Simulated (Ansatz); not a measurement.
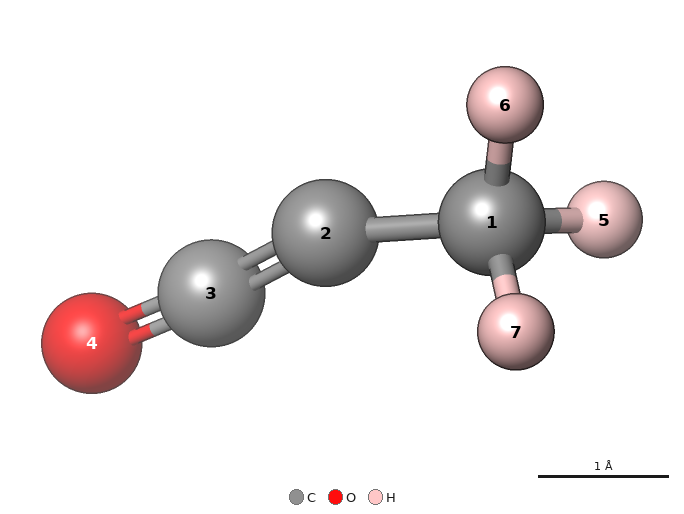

Orthographic view. Atoms fade into the background with distance from the viewer. The species has charge −1 and is a spin singlet. Computed geometry: PBE0-D4/def2-TZVPD optimisation. No frequency run is at hand to confirm it as a minimum.

Write a MOL file (V2000) with the atoms in numerical order, bonds sorted by atom number with the orders drawn, and coordinates in the frame of the picture: x right, y up, z towards the viewer, origin at the mean position.

```
C3H3O
                    3D

  7  6  0  0  0  0  0  0  0  0999 V2000
    0.7700    0.2100    0.5200 C   0  0  0  0  0  0  0  0  0  0  0  0
   -0.5100    0.1300   -0.1700 C   0  0  0  0  0  0  0  0  0  0  0  0
   -1.4000   -0.3400   -0.9100 C   0  0  0  0  0  0  0  0  0  0  0  0
   -2.3200   -0.7200   -1.6200 O   0  0  0  0  0  0  0  0  0  0  0  0
    1.6300    0.2300   -0.1700 H   0  0  0  0  0  0  0  0  0  0  0  0
    0.8700    1.1200    1.1400 H   0  0  0  0  0  0  0  0  0  0  0  0
    0.9500   -0.6300    1.2100 H   0  0  0  0  0  0  0  0  0  0  0  0
  1  2  1  0
  1  5  1  0
  1  6  1  0
  1  7  1  0
  2  3  2  0
  3  4  2  0
M  CHG  1   2  -1
M  END
```
